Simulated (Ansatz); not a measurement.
**Hypothetical diamond Mg: pressure series**

Take Mg in the diamond structure (space group Fd-3m, No. 227; a hypothetical phase, not in the database extracts checked) as the base.

```
CELL_PARAMETERS angstrom
      0.00000     3.39155     3.39155
      3.39155     0.00000     3.39155
      3.39155     3.39155     0.00000
ATOMIC_POSITIONS crystal
  Mg 0.75000 0.75000 0.75000
  Mg 0.50000 0.50000 0.50000
```

Cell and atoms are relaxed at each pressure.

Computed with PBEsol (Ansatz, a first-principles code, PAW, without spin-orbit coupling).

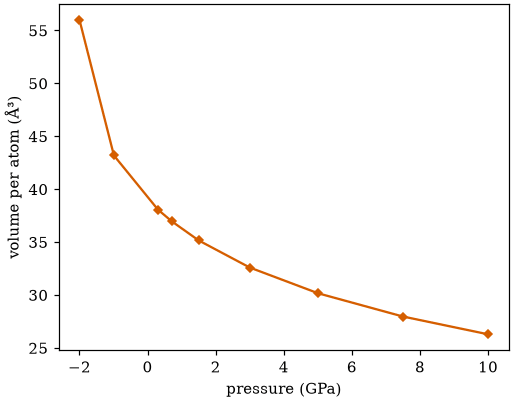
Figure. Volume against pressure

Q: Estimate the zero-pressure bulk modulus from the plot.

A: About 12 GPa; a third-order Birch–Murnaghan fit to the points gives V₀ = 39.08 Å³/atom, B₀ = 12 GPa and B₀′ = 4.0.

Load acts through the strain it causes; cell and atoms are relaxed under it. Stability against distortions was not tested. Competing high-pressure phases were not computed.
